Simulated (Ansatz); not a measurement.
# LaYO2F2 (built on the sites of a database entry of LaOF): from the cell to its phonons, part 2 of 2

Task: relax LaYO2F2 (built on the sites of a database entry of LaOF), then find its harmonic phonons.

Ansatz 0.2.0; DFT PBEsol, scalar-relativistic, plane waves, norm-conserving pseudopotentials.

So far. Step 4 (Relaxing to small forces for the phonons): The largest force component left is 0.77 meV/Å and the pressure is -0.003 GPa, within the tolerances set. The cell now holds 14.18 Å³/atom. The relaxed cell has a = 3.901, c = 19.366 Å (conventional setting).

The structure was built from a prototype and need not be the compound's stable phase.

## Step 5: Linear response at the zone centre

The zone centre is the only wavevector solved here; it holds the modes that light can see, as far as symmetry allows. The response to a homogeneous field gives the Born charges and the dielectric tensor.

Input file input.yaml:

```yaml
crystal:
  lattice:
    - [1.9506704979, 1.126220137, 6.4552995082]
    - [-1.9506704979, 1.126220137, 6.4552995082]
    - [0.0, -2.2524402741, 6.4552995082]
  atoms:
    - { symbol: La, position: [0.2586710085, 0.2586710085, 0.2586710085] }
    - { symbol: "Y", position: [0.741881669, 0.741881669, 0.741881669] }
    - { symbol: O, position: [0.3818069676, 0.3818069676, 0.3818069676] }
    - { symbol: O, position: [0.6265075227, 0.6265075227, 0.6265075227] }
    - { symbol: F, position: [0.125306451, 0.125306451, 0.125306451] }
    - { symbol: F, position: [0.8658263812, 0.8658263812, 0.8658263812] }
kpoints:
  mp_grid: { grid: [6, 6, 6] }
hamiltonian:
  xc: pbesol
  pseudopotentials: { kind: nc }
scf:
  occupations: { method: fixed }
output:
  eigenvalues: true
phonons:
  method: dfpt
  dielectric: true
  rigid_motions: translations
```

Started as:

```console
$ ansatz run input.yaml --threads 8 --pin off --max-ram 14336MiB --backend cpu --events-out ev --progress --plain --runs-dir out
```

Numbers of over 12 decimals in the logs are rounded to 6 here.

What it wrote:

```text
[...]
Crystal: 6 atoms, lattice volume = 85.089 Å³
Basis set: ecut = 1496.626244 eV, 11243 PW (Γ), exchange–correlation on 180×180×180 points (8 copies of the dense FFT grid, shifted against one another)
Bands: 30, of which v1, the nominal top of the filled ones, is band 24 counted from 1 (23 counted from 0)
Symmetry: 6 space group operations
k-points: 68 of 216 (irreducible under 2 space group operations, time reversal used)
[...]
SCF iter   1: F=—  HF=-4331.316452 eV  |F-HF|=—  |Δ(HF+E_count)|=         —  Δρ=6.26e-1  dr2=5.74e2  ethr=3.10e-3  ⟨swp⟩=20.0  Hψ=24912  notcnv=2  defer=342
[...]
SCF iter  18: F=-4313.186015 eV  HF=-4313.186015 eV  |F-HF|=1.64e-11  |Δ(HF+E_count)|=  7.46e-11  Δρ=2.27e-7  dr2=3.30e-11  ethr=1.00e-12  ⟨swp⟩=34.7  Hψ=31330  notcnv=0
[...]
SCF 1 converged in 18 iterations: F = -4313.186015 eV  dr2 = 3.30e-11
NSCF: frozen V_eff on 5 k-points
DFPT response loops at Γ: preconditioner auto → Resta (q_TF=auto, 2.480 Å⁻¹)  ε∞=3.7 (no band partly filled); β = 1.00, the filter's whole step (`scf.mixing.beta` (0.50) is not read by the response loops at its default; to damp them type it under 1.00, their step now; it binds the ground state too); Broyden in place of MSR1
SCF converged after 18 iterations
Free energy (F): -4313.186015 eV
[...]
Internal energy: -4313.186015 eV  (E = F + TS)
E sigma→0 (E₀):  -4313.186015 eV
Fermi energy:    8.631304 eV
[...]
--- Band table (eV; the first three rows and the last of 68) ---
  k-point 0: bands = [... 20 lower, 6.9652, 7.6472, 7.6472, 8.3984, 13.6011, 14.2067, 14.2544, 14.2544, ... 2 higher]
  k-point 1: bands = [... 20 lower, 7.0544, 7.5821, 7.7388, 8.3573, 13.7152, 14.1457, 14.1958, 14.3041, ... 2 higher]
  k-point 2: bands = [... 20 lower, 7.3529, 7.7405, 8.0303, 8.3071, 13.5393, 14.0630, 14.1212, 14.2564, ... 2 higher]
  k-point 67: bands = [... 20 lower, 6.9421, 7.5835, 7.5835, 8.0951, 13.7379, 14.2255, 14.2255, 14.3345, ... 2 higher]
--- Phonons (Γ-DFPT): 12 representative perturbations + reference, on 68 of 216 k-points (Σ response iterations 44) ---
  k mesh reduced under 2 symmetry operations, with k and −k counted as one. Each operation leaves every solved perturbation unchanged. A smaller set is not considered because the run solves the response to a homogeneous field
  ASR residual: 6.347e-4 → 0.000e0 eV/Å²; symmetrization residual: 6.037e-6 eV/Å²
  ASR residual per site (eV/Å²): 4.25e-5 4.33e-5 6.04e-5 3.08e-4 4.81e-4 6.35e-4
  Γ frequencies (cm⁻¹): 0.00 0.00 0.00 116.04 116.04 201.11 204.57 204.57 239.69 275.97 275.97 319.34 365.94 365.94 412.27 412.27 430.05 474.30
  ε∞ (high-frequency dielectric tensor):
        3.677613     0.000000     0.000000
       -0.000000     3.677613     0.000000
        0.000000     0.000000     3.417101
  ε⁰ (static dielectric tensor: ions relaxed, cell fixed):
       15.328894     0.000000     0.000000
        0.000000    15.328894     0.000000
        0.000000     0.000000    13.047631
  ε⁰ − ε∞ (ionic part):
       11.651281     0.000000     0.000000
        0.000000    11.651281     0.000000
        0.000000     0.000000     9.630530
  softest optical mode at Γ: 116.04 cm⁻¹; the repairs (sum rule, projections) moved no ω² at Γ by more than (3.31 cm⁻¹)²
  Born effective charges Z* (e; rows j = field, columns β = displacement):
    site 0:
         4.08508   -0.00000    0.00000
         0.00000    4.08508    0.00000
         0.00000    0.00000    3.75392
    site 1:
         3.76276   -0.00000   -0.00000
         0.00000    3.76276    0.00000
         0.00000    0.00000    3.62621
    site 2:
        -2.37370    0.00000    0.00000
         0.00000   -2.37370   -0.00000
         0.00000   -0.00000   -2.01257
    site 3:
        -2.71439   -0.00000    0.00000
         0.00000   -2.71439   -0.00000
         0.00000   -0.00000   -1.87372
    site 4:
        -1.37348   -0.00000   -0.00000
         0.00000   -1.37348    0.00000
         0.00000    0.00000   -1.72375
    site 5:
        -1.38628   -0.00000    0.00000
         0.00000   -1.38628    0.00000
         0.00000    0.00000   -1.77008
  Z* charge neutrality: 2.083e-5 e pre-enforcement
  k-mesh period / interband length: 23.4 Å / 1.05 Å = 22.39 at k = (0.0000, 0.0000, 0.0000), direct gap 5.203 eV — 14 or more, which is no proof of convergence
  optical modes at Γ without the LO–TO term, one row a degenerate level:
      ω (cm⁻¹)  modes    IR ((D/Å)²/amu)
        116.04      2             0.2356
        201.11      1             5.4870
        204.57      2            28.3463
        239.69      1            12.7692
        275.97      2             0.8093
        319.34      1             0.0007
        365.94      2            29.1526
        412.27      2             1.0960
        430.05      1             0.4496
        474.30      1             5.3627
  optical modes at Γ + LO–TO along q̂ = [1.0000, 0.0000, 0.0000]:
      ω (cm⁻¹)  modes    IR ((D/Å)²/amu)
        116.04      1             0.1178
        116.69      1             0.0042
        201.11      1             5.4870
[...]
optical modes at Γ + LO–TO along q̂ = [0.0000, 1.0000, 0.0000]:
      ω (cm⁻¹)  modes    IR ((D/Å)²/amu)
[...]
474.30      1             5.3627
        550.54      1            28.4312
  optical modes at Γ + LO–TO along q̂ = [0.0000, 0.0000, 1.0000]:
      ω (cm⁻¹)  modes    IR ((D/Å)²/amu)
        116.04      2             0.2356
        204.57      2            28.3463
        212.20      1             0.0540
        275.97      2             0.8093
        319.34      1             0.0004
        365.94      2            29.1526
        374.31      1             5.4814
        412.27      2             1.0960
        433.60      1             0.3530
        557.86      1            18.1805
```

Run time: 16 min. Hardware: 8 threads of Arm Neoverse N1, shared host; peak memory 6 GiB; 2.1 h of CPU time.

This step gave:

```
sum-rule residual before enforcement                    : 6.35e-4 eV/Å²
miss of the charge sum rule                             : 2.08e-5 e
point group                                             : 3m
highest optical mode at the zone centre (no LO-TO term) : 474.3 cm⁻¹
lowest optical zone-centre mode                         : 116.0 cm⁻¹
mean high-frequency dielectric constant                 : 3.591
largest Born charge (third of the trace)                : 3.975 e
mean static dielectric constant                         : 14.57
top of the zone-centre spectrum with the field          : 557.9 cm⁻¹
```

Without the LO-TO term. Patterns of degenerate modes are one choice out of their space. Modes at Γ, with each element's share of the kinetic energy:

```tsv
mode	frequency (cm⁻¹)	symmetry	La %	Y %	O %	F %
1	0.0	acoustic	47	30	11	13
2	0.0	acoustic	47	30	11	13
3	0.0	acoustic	47	30	11	13
4	116.0	E	39	58	2	1
5	116.0	E	39	58	2	1
6	201.1	A1	43	14	7	36
7	204.6	E	8	10	7	75
8	204.6	E	8	10	7	75
9	239.7	A1	0	41	4	54
10	276.0	E	3	0	7	90
11	276.0	E	3	0	7	90
12	319.3	A1	8	11	1	81
13	365.9	E	3	2	83	12
14	365.9	E	3	2	83	12
15	412.3	E	1	0	90	9
16	412.3	E	1	0	90	9
17	430.1	A1	1	2	94	3
18	474.3	A1	1	2	83	13
```

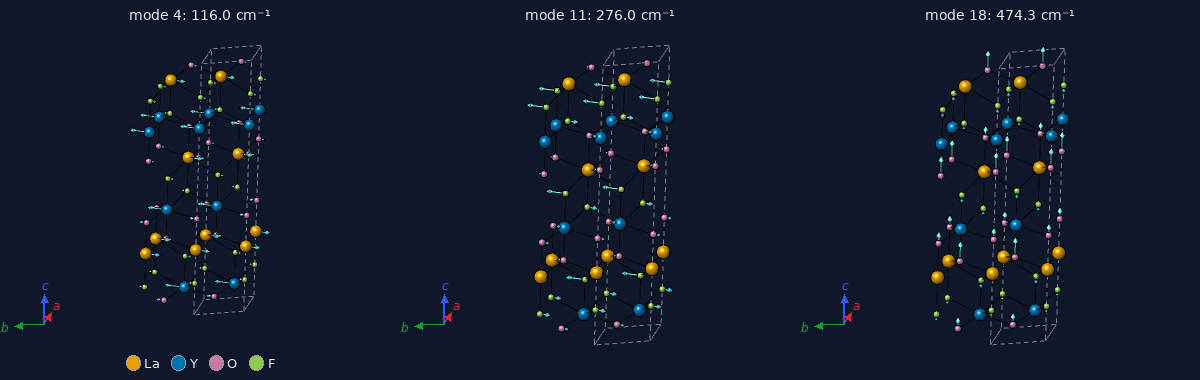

Displacement patterns of modes 4, 11 and 18 at Γ; arrows are exaggerated. 1×2×1 conventional cells are drawn. Some periodic images of atoms are drawn too.

Optical modes at the zone centre, without and with the macroscopic field of the longitudinal modes; each column is sorted by frequency, so a row need not hold one and the same mode. Modes with and without the field, by row:

```tsv
rank among optical modes	no field (cm⁻¹)	q along (1, 0, 0) (cm⁻¹)	q along (0, 0, 1) (cm⁻¹)
1	116	116	116
2	116	116.7	116
3	201.1	201.1	204.6
4	204.6	204.6	204.6
5	204.6	239.7	212.2
6	239.7	267.7	276
7	276	276	276
8	276	285.7	319.3
9	319.3	319.3	365.9
10	365.9	365.9	365.9
11	365.9	410.6	374.3
12	412.3	412.3	412.3
13	412.3	430.1	412.3
14	430.1	474.3	433.6
15	474.3	550.5	557.9
```

Born charge (rows field, columns displacement) (e), principal values of the symmetric part by kind of site:

```tsv
atom	atoms with these values	low	middle	high	mean
La1	1	3.75	4.09	4.09	3.97
Y2	1	3.63	3.76	3.76	3.72
O3	1	-2.37	-2.37	-2.01	-2.25
O4	1	-2.71	-2.71	-1.87	-2.43
F5	1	-1.72	-1.37	-1.37	-1.49
F6	1	-1.77	-1.39	-1.39	-1.51
```

In full for La1:

```
4.09 0.00 0.00
0.00 4.09 0.00
0.00 0.00 3.75
```

High-frequency dielectric tensor:

```
3.68 0.00 0.00
0.00 3.68 0.00
0.00 0.00 3.42
```

Static dielectric tensor (ions relaxed, fixed cell):

```
15.33  0.00  0.00
 0.00 15.33  0.00
 0.00  0.00 13.05
```

Transverse modes. Lines of the infrared spectrum (strongest = 100):

```tsv
position (cm⁻¹)	label	relative intensity
116	E	0.8
201	A1	19
205	E	97
240	A1	44
276	E	2.8
319	A1	0.0
366	E	100
412	E	3.8
430	A1	1.5
474	A1	18
```

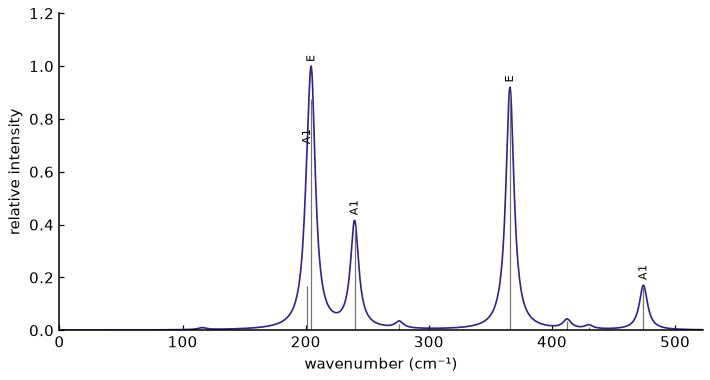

The infrared spectrum, broadened with Lorentzians of width 8 cm⁻¹; bars mark the lines.

Before it was imposed, the acoustic sum rule was missed by 6.3e-4 eV/Å² and the charge sum rule by 2.1e-5 e. Small misses are needed for a sound result but don't prove that mesh and cutoff are converged. The lowest optical mode is real, 116 cm⁻¹.

## Step 6: Another isotope

An isotope changes the mass and not the force constants, so no new electronic calculation is needed; the shifts show which modes move this element.

The same force constants with the mass of O changed from 15.999 to 17.999 u (phonopy, no LO-TO term). Both lists are sorted by frequency; levels can cross, so a row need not hold one and the same mode. Modes under 3 cm⁻¹ are left out. Isotope shifts, by row:

```tsv
q	rank	natural mass (cm⁻¹)	changed mass (cm⁻¹)
0 0 0	4	116	115.9
0 0 0	5	116	115.9
0 0 0	6	201.1	200.2
0 0 0	7	204.6	203.6
0 0 0	8	204.6	203.6
0 0 0	9	239.7	239.1
0 0 0	10	276	274.7
0 0 0	11	276	274.7
0 0 0	12	319.3	319.2
0 0 0	13	365.9	348.6
0 0 0	14	365.9	348.6
0 0 0	15	412.3	391.3
0 0 0	16	412.3	391.3
0 0 0	17	430.1	406.9
0 0 0	18	474.3	452
```

A mode of this element alone would shift by -5.72 %. The highest zone-centre frequency without the field goes from 474.3 to 452.0 cm⁻¹ (-4.7 %). The product of the frequency ratios over all optical modes at Γ is 0.716; the product rule, (m/m′)^(3k/2) (M′/M)^(3/2) with k = 2 such atoms and M the mass of the cell, gives 0.716.

## Step 7: Results

- space group after relaxation (within 0.01 Å): R3m
- volume per atom: 14.2 Å³
- gap on the k-mesh: 4.49 eV
- highest optical mode at the zone centre (no LO-TO term): 474 cm⁻¹
- top of the zone-centre spectrum with the field: 558 cm⁻¹
- lowest optical zone-centre mode: 116 cm⁻¹
- mean high-frequency dielectric constant: 3.59
- mean static dielectric constant: 14.6
- largest Born charge (third of the trace): 3.97 e
- imaginary modes at Γ (the only wavevector solved): none

What this shows: The structure is stable against zone-centre distortions, since no mode there is imaginary; other wavevectors were not solved, so zone-boundary instabilities are untested. Without the field, the optical modes at Γ span 116 to 474 cm⁻¹. No dispersion was computed. The highest mode in this list at Γ, 474.3 cm⁻¹, is mostly motion of O (83 % of the kinetic energy). With the macroscopic field of the longitudinal modes the top of the zone-centre spectrum lies at 558 cm⁻¹, against 474 cm⁻¹ without it. Lattice motion raises the mean dielectric constant from 3.591 to 14.57. The strongest infrared line is at 366 cm⁻¹. Spin-orbit coupling is left out, which can matter for the heavy elements here. The starting cell was built on a prototype and not taken from a measurement, so the phase need not exist. These are harmonic frequencies at zero temperature: anharmonic shifts, linewidths and thermal expansion are left out.

[Logs are printed without paths, hosts, clocks, repeated set-up lines and the standing remarks that a program may print on its own settings, such as how far it seeks lower states.]

[Hosts, paths, dates, database ids (printed as entryN), source tags and the programs' standing remarks are cut or masked in the printed files.]
